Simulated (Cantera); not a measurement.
Charge: 1 mol SiC, 0.0075 mol H2O, 1.3 mol H2, equilibrated at 10.0 Torr.

Cantera equilibrium calculation (NASA polynomials, part measured and part estimated; ideal gas, pure solids and liquids). Candidate condensed phases: C, C6H6, C7H8, C8H18, H2O, Si, SiC, SiO2; 123 gas species. Mutual solubility and eutectic melting of coexisting phases are not modelled. The tables hold silica as quartz up to 1696 K and as liquid above; real silica turns to tridymite and cristobalite and melts near 1996 K. Rates play no part.

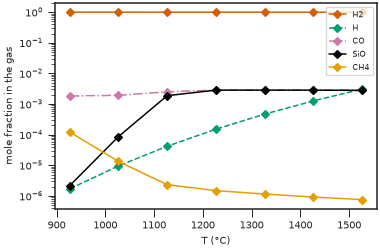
Equilibrium gas composition (values under 1e-9 drawn at 1e-9)

From 927 °C to 1127 °C the condensed part is SiC(s) + SiO2(β-quartz). From 1227 °C to 1527 °C the condensed part is SiC(s). The main Si-bearing gas is SiO throughout.
